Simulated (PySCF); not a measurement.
# MeSi(SMe)3: geometry, NMR shifts, electronic excitations and core binding energies, part 2 of 2

PySCF 2.14.0. Atoms count from 0. Earlier steps stand in the parts before.

## (6) X-ray photoelectron lines: SCAN, X2C

What the job is given:

```
{"job": {"kind": "xps"}, "charge": 0, "multiplicity": 1}
C     -2.546444    -1.546618     0.461725
S     -1.812462    -0.980491    -1.107686
Si     0.090343    -0.299494    -0.420248
C      0.961000     0.440717    -1.897890
S     -0.136982     1.117612     1.180692
C     -0.939541     2.477007     0.269151
S      1.112685    -1.973193     0.430134
C      2.588794    -1.175222     1.146845
H     -3.621538    -1.677575     0.282227
H     -2.106283    -2.502686     0.774158
H     -2.390875    -0.792717     1.246420
H      1.061138    -0.317318    -2.689206
H      1.965411     0.786421    -1.610154
H      0.400421     1.297941    -2.300720
H     -1.752192     2.088235    -0.361854
H     -1.364656     3.158730     1.017547
H     -0.216750     3.029840    -0.346782
H      3.257465    -0.794263     0.362398
H      2.312365    -0.358981     1.827536
H      3.117686    -1.952644     1.714328
```

Method: delta-SCF UKS SCAN, pcX-2 on the ionised atom, pcseg-1 elsewhere, spin-free X2C.

Log:

```text
ground state, core basis on atom 0 (C), 219 functions
  cycle   1  E = -1647.14518938  |g| = 5.63e-01
  cycle   2  E = -1647.10571866  |g| = 6.74e-01
  cycle   3  E = -1647.23489982  |g| = 9.32e-02
  cycle   4  E = -1647.23731105  |g| = 3.78e-02
  cycle   5  E = -1647.23773499  |g| = 1.09e-02
  cycle   6  E = -1647.23776224  |g| = 3.28e-03
  cycle   7  E = -1647.23776892  |g| = 1.22e-03
  cycle   8  E = -1647.23776894  |g| = 3.51e-04
  E(ground) = -1647.32284603 Eh
hole in C 1s of atom 0
  cycle   1  E = -1635.96267411  |g| = 1.50e+00
  cycle   2  E = -1633.14112358  |g| = 2.47e+00
  cycle   3  E = -1636.02079543  |g| = 8.48e-01
  cycle   4  E = -1636.45407693  |g| = 3.87e-01
  cycle   5  E = -1636.52902068  |g| = 1.56e-01
  cycle   6  E = -1636.53954780  |g| = 5.37e-02
  cycle   7  E = -1636.54121927  |g| = 1.43e-02
  cycle   8  E = -1636.54134137  |g| = 5.62e-03
  cycle   9  E = -1636.54136789  |g| = 2.30e-03
  cycle  10  E = -1636.54137253  |g| = 1.71e-03
  cycle  11  E = -1636.54137354  |g| = 6.97e-04
  cycle  12  E = -1636.54137470  |g| = 2.34e-04
  E(ion) = -1636.62703921 Eh   <S^2> = 0.7756   hole on atom = 1.000   binding energy = 291.048 eV
ground state, core basis on atom 1 (S), 230 functions
  cycle   1  E = -1647.38539885  |g| = 4.05e-01
  cycle   2  E = -1647.38507705  |g| = 5.16e-02
  cycle   3  E = -1647.38399997  |g| = 8.00e-02
  cycle   4  E = -1647.38582427  |g| = 5.22e-03
  cycle   5  E = -1647.38582936  |g| = 2.72e-03
  cycle   6  E = -1647.38583120  |g| = 3.50e-04
  E(ground) = -1647.45718341 Eh
hole in S 1s of atom 1
  cycle   1  E = -1555.15603960  |g| = 5.08e+00
  cycle   2  E = -1553.21331715  |g| = 2.76e+00
  cycle   3  E = -1542.64941397  |g| = 3.14e+00
  cycle   4  E = -1556.30935258  |g| = 3.64e-01
  cycle   5  E = -1556.28681245  |g| = 4.24e-01
  cycle   6  E = -1556.38781199  |g| = 5.79e-02
  cycle   7  E = -1556.38925791  |g| = 2.79e-02
  cycle   8  E = -1556.38968097  |g| = 8.09e-03
  cycle   9  E = -1556.38971225  |g| = 3.17e-03
  cycle  10  E = -1556.38971907  |g| = 8.46e-04
  cycle  11  E = -1556.38971858  |g| = 2.58e-04
  E(ion) = -1556.45233479 Eh   <S^2> = 0.7515   hole on atom = 1.000   binding energy = 2476.368 eV
hole in S 2p of atom 1
  cycle   1  E = -1640.71547669  |g| = 1.53e+00
  cycle   2  E = -1638.62535001  |g| = 2.00e+00
  cycle   3  E = -1640.64004235  |g| = 8.67e-01
  cycle   4  E = -1641.16252833  |g| = 1.35e-01
  cycle   5  E = -1641.16517069  |g| = 1.22e-01
  cycle   6  E = -1641.17306869  |g| = 3.25e-02
  cycle   7  E = -1641.17360567  |g| = 1.18e-02
  cycle   8  E = -1641.17368047  |g| = 3.68e-03
  cycle   9  E = -1641.17368776  |g| = 1.43e-03
  cycle  10  E = -1641.17368781  |g| = 5.18e-04
  cycle  11  E = -1641.17368890  |g| = 3.58e-04
  E(ion) = -1641.25198583 Eh   <S^2> = 0.7532   hole on atom = 1.001   binding energy = 168.852 eV
  2p3/2 = 168.590 eV   2p1/2 = 169.834 eV
ground state, core basis on atom 2 (Si), 230 functions
  cycle   1  E = -1647.33677468  |g| = 2.88e-01
  cycle   2  E = -1647.33640417  |g| = 5.70e-02
  cycle   3  E = -1647.33536892  |g| = 7.71e-02
  cycle   4  E = -1647.33712518  |g| = 1.05e-02
  cycle   5  E = -1647.33715078  |g| = 2.79e-03
  cycle   6  E = -1647.33715450  |g| = 3.28e-04
  E(ground) = -1647.38090659 Eh
hole in Si 1s of atom 2
  cycle   1  E = -1578.36993433  |g| = 4.36e+00
  cycle   2  E = -1577.12791184  |g| = 2.76e+00
  cycle   3  E = -1577.63072697  |g| = 1.57e+00
  cycle   4  E = -1579.28660531  |g| = 5.24e-01
  cycle   5  E = -1579.44362548  |g| = 1.47e-01
  cycle   6  E = -1579.45122704  |g| = 7.58e-02
  cycle   7  E = -1579.45441504  |g| = 1.83e-02
  cycle   8  E = -1579.45457647  |g| = 8.33e-03
  cycle   9  E = -1579.45461336  |g| = 3.06e-03
  cycle  10  E = -1579.45462031  |g| = 1.06e-03
  cycle  11  E = -1579.45462084  |g| = 5.57e-04
  cycle  12  E = -1579.45461979  |g| = 2.04e-04
  E(ion) = -1579.50831027 Eh   <S^2> = 0.7527   hole on atom = 1.000   binding energy = 1846.907 eV
hole in Si 2p of atom 2
  cycle   1  E = -1643.03531466  |g| = 1.26e+00
  cycle   2  E = -1641.92371630  |g| = 1.81e+00
  cycle   3  E = -1643.18659411  |g| = 5.54e-01
  cycle   4  E = -1643.36851112  |g| = 1.72e-01
  cycle   5  E = -1643.38481087  |g| = 5.62e-02
  cycle   6  E = -1643.38657223  |g| = 1.45e-02
  cycle   7  E = -1643.38668496  |g| = 4.89e-03
  cycle   8  E = -1643.38669404  |g| = 2.37e-03
  cycle   9  E = -1643.38669894  |g| = 7.20e-04
  cycle  10  E = -1643.38669826  |g| = 3.88e-04
  E(ion) = -1643.44295180 Eh   <S^2> = 0.7522   hole on atom = 1.003   binding energy = 107.157 eV
  2p3/2 = 106.981 eV   2p1/2 = 107.607 eV
ground state, core basis on atom 3 (C), 219 functions
  cycle   1  E = -1647.23722588  |g| = 5.97e-02
  cycle   2  E = -1647.23714226  |g| = 2.82e-02
  cycle   3  E = -1647.23720141  |g| = 2.35e-02
  cycle   4  E = -1647.23736044  |g| = 2.97e-03
  cycle   5  E = -1647.23736203  |g| = 7.09e-04
  cycle   6  E = -1647.23736104  |g| = 1.20e-04
  E(ground) = -1647.32277445 Eh
hole in C 1s of atom 3
  cycle   1  E = -1635.99358655  |g| = 1.51e+00
  cycle   2  E = -1634.71408080  |g| = 2.08e+00
  cycle   3  E = -1636.44340149  |g| = 4.55e-01
  cycle   4  E = -1636.49179193  |g| = 3.52e-01
  cycle   5  E = -1636.56851766  |g| = 8.18e-02
  cycle   6  E = -1636.57153627  |g| = 2.66e-02
  cycle   7  E = -1636.57195308  |g| = 8.29e-03
  cycle   8  E = -1636.57198894  |g| = 4.79e-03
  cycle   9  E = -1636.57200158  |g| = 1.29e-03
  cycle  10  E = -1636.57200270  |g| = 6.20e-04
  cycle  11  E = -1636.57200380  |g| = 3.90e-04
  E(ion) = -1636.65633394 Eh   <S^2> = 0.7675   hole on atom = 1.000   binding energy = 290.249 eV
```

It took 93 s on 1 thread, shared host.

Binding energies by hole, beside the orbital energy of the ground state; the difference holds orbital relaxation and, for a density functional, its self-interaction error:

```tsv
hole	stands for	environment	ΔSCF (eV; 2p as the shell's mean)	−ε (eV)	⟨S²⟩
C1s on C0	C0, C5, C7	methyl carbon bonded to S	291.05	274.5	0.776
S1s on S1	S1, S4, S6	sulfur bonded to C, Si	2476.37	2414.7	0.751
S2p on S1	S1, S4, S6	sulfur bonded to C, Si	169.00	157.8	0.753
Si1s on Si2	Si2	silicon bonded to C, 3 S	1846.91	1794.5	0.753
Si2p on Si2	Si2	silicon bonded to C, 3 S	107.19	97.2	0.752
C1s on C3	C3	methyl carbon bonded to Si	290.25	273.6	0.767
```

Each hole run stands for the others of its class of like atoms.

With the spin-orbit splitting: S1 2p3/2 168.59, 2p1/2 169.83 eV; Si2 2p3/2 106.98, 2p1/2 107.61 eV. The table gives each 2p level as the mean over the whole 2p shell (two parts 2p3/2, one part 2p1/2), which differs a little from the single hole in the log.

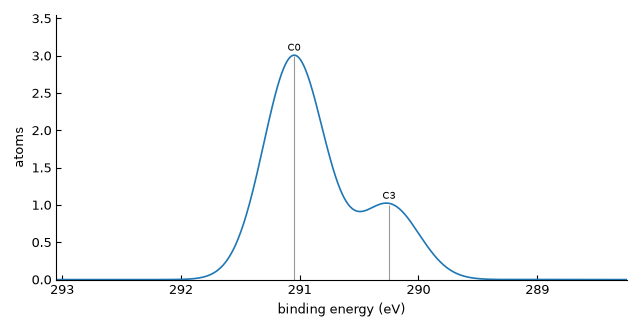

The C1s photoelectron lines, weighted by the number of atoms. Lines are broadened to a width of 0.60 eV (Gaussian).

## (7) Comparing the runs: NMR shifts

Shifts (ppm), means over like atoms, with basis size and wall time:

```tsv
run	C0	C3	H8	H11	S1	Si2	functions	time
PBE0/pcSseg-1	13.7	1.3	1.98	0.50	-175	53.1	224	35 s
CAM-B3LYP/pcSseg-1	12.5	0.8	1.93	0.46	-176	56.5	224	47 s
measured	–	–	–	–	–	34.0	–	–
```

Measured: solution; U. Herzog, Habilitationsschrift, TU Bergakademie Freiberg, 2002/2003.

## (8) Outcome

The summary covers parts 1 to 2.

```
                                                               quantity                        value
                                                            point group                           C1
                                   rotational constants (main isotopes)         1.04, 0.88, 0.68 GHz
13C shifts against TMS (PBE0/pcSseg-1, means over atoms taken as alike)                13.7, 1.3 ppm
 1H shifts against TMS (PBE0/pcSseg-1, means over atoms taken as alike)               1.98, 0.50 ppm
33S shifts against CS2 (PBE0/pcSseg-1, means over atoms taken as alike)                     -175 ppm
                                29Si shifts against TMS (PBE0/pcSseg-1)                     53.1 ppm
                               measured, and computed on the same scale         Si2 δ 34.0, 53.1 ppm
                                        lowest singlet (PBE0/def2-SVPD)  5.53 eV (224 nm), f = 0.004
                               brightest single state of those computed  state 9, 6.38 eV, f = 0.032
                                                         lowest triplet                      5.14 eV
                                      vertical ionisation energy (ΔSCF)                      8.45 eV
                                       C1s binding energies, SCAN/pcX-2      C0 291.05, C3 290.25 eV
                                       S1s binding energies, SCAN/pcX-2                S1 2476.37 eV
                                       S2p binding energies, SCAN/pcX-2                 S1 169.00 eV
                                      Si1s binding energies, SCAN/pcX-2               Si2 1846.91 eV
                                      Si2p binding energies, SCAN/pcX-2                Si2 107.19 eV
                                              range of the shift of Si2             53.1 to 56.5 ppm
```

**Reading.** The optimisation took 12 steps and gained 0.143 eV; among the close pairs (by a distance rule), Si2–C3 changed most, from 1.901 to 1.868 Å. At PBE0/pcSseg-1: Shielding is most anisotropic at S1, S4, S6 (span 243 ppm, paramagnetic term -390 ppm). The one measured 29Si shift is missed by +19.1 ppm (computed less measured, unscaled). Vibration, temperature and solvent are missing from the calculation, and it holds one conformer, so part of the miss against the measured shifts is not the functional's. The lowest singlet, at 5.53 eV, is HOMO→LUMO 0.51, HOMO−1→LUMO+1 0.18 and is weak; of the 10 states computed, the strongest absorption comes from state 9 at 6.38 eV. The lowest triplet lies 0.39 eV below the lowest singlet (triplets in Tamm-Dancoff, singlets in full TDDFT). ΔSCF puts the ionisation energy at 8.45 eV, 1.61 eV above −ε(HOMO). C0 (methyl carbon bonded to S) binds its C1s electron 0.80 eV more tightly than C3 (methyl carbon bonded to Si). In ppm, Si2 moves most: its shift spreads over 3.5 ppm, from 53.1 (PBE0/pcSseg-1) to 56.5 (CAM-B3LYP/pcSseg-1).
